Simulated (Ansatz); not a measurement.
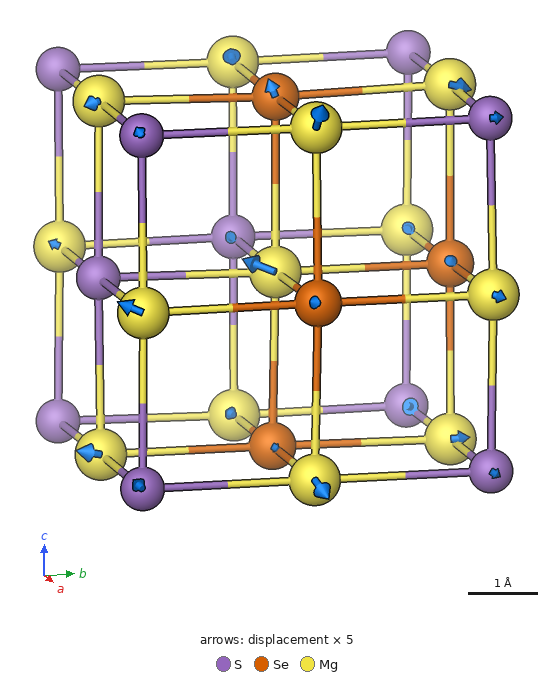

This is a relaxation of solid S26Se6Mg32 (a generated structure, set up in P1). The starting structure is drawn; blue arrows show the displacements, magnified 5 times.

A ball-and-stick model of the atoms within 5.0 Å of the atom that moves most (axes of the cell of the calculation), seen slightly off an axis.

All numbers below come from Ansatz 0.2.0, DFT, PBEsol, PAW, plane waves. (plane-wave cutoff 420 eV; k-point mesh 1 × 1 × 1; mesh shifted by (0.25, 0.25, 0.25); no spin polarisation; cell relaxed at fixed shape; force threshold 0.03 eV/Å; at most 80 steps)

Atoms of which element are displaced furthest, and by how much?

Magnesium: up to 0.12 Å, against 0.07 Å for sulfur.

What did the optimiser do to the structure, and how much energy did it gain?

The largest move relative to the cell is that of a Mg atom, 0.12 Å along [−3 −3 1]. Largest moves by element: Mg 0.12 Å, S 0.07 Å, Se 0.06 Å. Cell: a = b = c 10.466 → 10.469 Å (0.0 %). Volume +0.1 %. Some distances before and after: Mg–Se 2.564 → 2.670 Å, Mg–Se 2.597 → 2.703 Å, Mg–Se 2.627 → 2.709 Å, Mg–Se 2.612 → 2.690 Å. Bond angles that change, for instance: Se–Mg–Se 90.6° → 87.2°, S–Mg–S 89.5° → 92.8°, Se–Mg–Se 178.9° → 176.0°. The space group (tolerance 0.01 Å) goes from P1 (No. 1) to Pm (No. 6). Over 3 geometry steps the energy falls by 8.5 meV per atom. Largest force component: 0.69 eV/Å at the start, 0.013 eV/Å at the end. The pressure goes from 0.20 to 0.00 GPa. The run took 3.6 s on 1 × NVIDIA GB200 with 8 threads of Arm Neoverse-V2, peak memory 1.9 GiB.
